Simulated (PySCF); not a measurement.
## Two runs on C4H9B

System: C4H9B, SMILES B[C@@H]1C[C@H]1C.
Method of run A: GIAO HF/pcSseg-1 NMR shielding, non-relativistic, gas phase (PySCF 2.14.0).

The geometry comes from this level: PBE0-D3(BJ)/def2-SVP. Text and figures count atoms from 1; the logs count them from 0 in places.

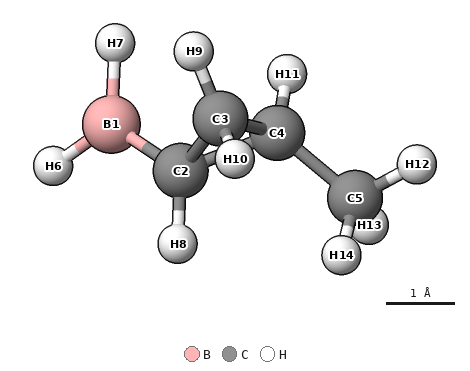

**Figure 1.** The structure as given in the input (ball-and-stick view, seen at a tilt; atoms are numbered from 1 in the order of the input).

The input, run A:
```
{"job": {"kind": "nmr", "xc": "HF", "basis": "pcSseg-1", "pop": false}, "charge": 0, "multiplicity": 1}
B     -1.845470    -0.474168     0.530337
C     -0.499802     0.246854     0.573500
C     -0.098217     1.139714    -0.604960
C      0.560939    -0.169274    -0.462183
C      1.995399    -0.281583    -0.023400
H     -2.462999    -0.746698     1.535229
H     -2.307717    -0.796602    -0.544471
H     -0.077060     0.553801     1.536019
H     -0.829921     1.284891    -1.403414
H      0.473821     2.035079    -0.345586
H      0.236083    -0.946689    -1.161438
H      2.674950    -0.220563    -0.888413
H      2.185718    -1.238407     0.486834
H      2.264127     0.529508     0.670600
```

The first line tells a small driver script what to run in PySCF; the rest is the geometry in Å.

Hardware: 1 CPU thread, shared host.

Output (run A):
```
final grid: 104392 points
cycle   1  E = -181.2572246881  dE =  9.986e-01  |g| = 3.824e-01  |ddm| = 2.962e+00
cycle   2  E = -181.3116614520  dE = -5.444e-02  |g| = 1.249e-01  |ddm| = 4.507e-01
cycle   3  E = -181.3163639273  dE = -4.702e-03  |g| = 5.510e-02  |ddm| = 1.622e-01
cycle   4  E = -181.3173184009  dE = -9.545e-04  |g| = 6.681e-03  |ddm| = 5.766e-02
cycle   5  E = -181.3173426125  dE = -2.421e-05  |g| = 2.060e-03  |ddm| = 1.143e-02
cycle   6  E = -181.3173463047  dE = -3.692e-06  |g| = 8.007e-04  |ddm| = 4.490e-03
cycle   7  E = -181.3173468682  dE = -5.635e-07  |g| = 2.091e-04  |ddm| = 2.104e-03
cycle   8  E = -181.3173469062  dE = -3.804e-08  |g| = 4.621e-05  |ddm| = 6.886e-04
cycle   9  E = -181.3173469074  dE = -1.162e-09  |g| = 1.380e-05  |ddm| = 1.101e-04
cycle  10  E = -181.3173469075  dE = -1.371e-10  |g| = 5.323e-06  |ddm| = 3.816e-05
converged SCF energy = -181.3173469075

GIAO shielding tensors (ppm)
atom      isotropic    diamagn.    paramagn.     s11        s22        s33       span
  0 B       37.098     190.394    -153.295    -32.353     18.550    125.098    157.451
  1 C      175.049     254.798     -79.748    114.486    183.986    226.675    112.189
  2 C      175.571     251.458     -75.886    152.854    171.560    202.301     49.447
  3 C      177.269     249.561     -72.291    147.981    175.231    208.597     60.616
  4 C      170.482     242.468     -71.986    154.362    165.858    191.226     36.864
  5 H       24.819      29.191      -4.372     20.169     26.625     27.663      7.495
  6 H       25.885      30.055      -4.170     19.275     27.387     30.992     11.717
  7 H       31.559      33.299      -1.741     25.199     29.400     40.076     14.877
  8 H       30.715      31.664      -0.949     24.588     26.548     41.008     16.420
  9 H       30.966      31.683      -0.718     25.423     27.802     39.672     14.250
 10 H       30.812      32.397      -1.585     23.492     28.423     40.520     17.028
 11 H       30.017      28.242       1.775     25.000     27.278     37.773     12.774
 12 H       30.115      28.898       1.217     25.234     27.500     37.611     12.376
 13 H       31.394      29.621       1.772     26.660     29.416     38.105     11.445
```

For run B the input was changed thus:
```diff
-"xc": "HF"
+"xc": "mPW1PW91"
```

What does this change do to the results?

The total energies belong to different methods, so their difference says nothing on which is more stable or more accurate. The HOMO goes from −10.90 to −8.06 eV. The LUMO goes from 2.48 to −1.04 eV. The dipole moment goes from 1.16 to 1.44 D. Of all shieldings, the largest change is that of C2, by −19.0 ppm. The method changes from HF to mPW1PW91. The SCF takes 12 iterations against 10.

Output (run B):
```
coarse grid: 11016 points
cycle   1  E = -182.5203976753  dE =  3.905e-01  |g| = 3.235e-01  |ddm| = 3.071e+00
cycle   2  E = -182.5193244837  dE =  1.073e-03  |g| = 3.473e-01  |ddm| = 6.183e-01
cycle   3  E = -182.5512254470  dE = -3.190e-02  |g| = 4.210e-02  |ddm| = 3.338e-01
cycle   4  E = -182.5516014095  dE = -3.760e-04  |g| = 1.734e-02  |ddm| = 5.638e-02
cycle   5  E = -182.5516770807  dE = -7.567e-05  |g| = 4.165e-03  |ddm| = 1.659e-02
cycle   6  E = -182.5516808631  dE = -3.782e-06  |g| = 1.118e-03  |ddm| = 3.699e-03
final grid: 104392 points
cycle   7  E = -182.5820997436  dE = -3.286e-05  |g| = 5.422e-03  |ddm| = 2.680e-02
cycle   8  E = -182.5820963230  dE =  3.421e-06  |g| = 6.653e-03  |ddm| = 1.066e-02
cycle   9  E = -182.5821077541  dE = -1.143e-05  |g| = 4.524e-04  |ddm| = 5.768e-03
cycle  10  E = -182.5821078036  dE = -4.952e-08  |g| = 1.632e-04  |ddm| = 5.580e-04
cycle  11  E = -182.5821078097  dE = -6.128e-09  |g| = 4.235e-05  |ddm| = 1.417e-04
cycle  12  E = -182.5821078102  dE = -4.164e-10  |g| = 9.826e-06  |ddm| = 3.970e-05
converged SCF energy = -182.5821078102

GIAO shielding tensors (ppm)
atom      isotropic    diamagn.    paramagn.     s11        s22        s33       span
  0 B       18.196     192.822    -174.626    -57.875     -6.383    118.847    176.722
  1 C      156.008     254.092     -98.084     90.356    171.715    205.954    115.598
  2 C      160.348     252.643     -92.295    139.517    158.394    183.133     43.616
  3 C      160.563     251.239     -90.676    130.337    164.166    187.186     56.849
  4 C      161.676     244.737     -83.061    144.331    155.431    185.265     40.933
  5 H       23.950      29.038      -5.087     18.521     26.448     26.882      8.362
  6 H       24.956      29.927      -4.971     17.482     27.396     29.989     12.507
  7 H       30.514      32.886      -2.373     24.967     29.003     37.571     12.604
  8 H       30.047      31.331      -1.283     24.311     26.559     39.271     14.960
  9 H       30.328      31.376      -1.048     25.342     27.861     37.781     12.439
 10 H       29.993      32.376      -2.384     23.094     28.281     38.604     15.511
 11 H       29.617      27.908       1.708     24.998     26.984     36.868     11.869
 12 H       29.707      28.776       0.931     25.221     27.201     36.700     11.479
 13 H       30.988      29.650       1.338     26.759     29.053     37.152     10.392
```

The two runs side by side:

| quantity | run A | run B |
| --- | --- | --- |
| outcome | converged | converged |
| total energy (hartree) | −181.317347 | −182.582108 |
| HOMO (eV) | −10.90 | −8.06 |
| LUMO (eV) | 2.48 | −1.04 |
| dipole moment (D) | 1.16 | 1.44 |
| shielding of B1 (ppm) | 37.1 | 18.2 |
| shielding of C2 (ppm) | 175.0 | 156.0 |
| shielding of C3 (ppm) | 175.6 | 160.3 |
| shielding of C4 (ppm) | 177.3 | 160.6 |
| shielding of C5 (ppm) | 170.5 | 161.7 |
| shielding of H7 (ppm) | 25.9 | 25.0 |
| shielding of H8 (ppm) | 31.6 | 30.5 |
| SCF iterations | 10 | 12 |
| basis functions | 130 | 130 |
| wall time (shared host) | 4 s | 9.3 s |
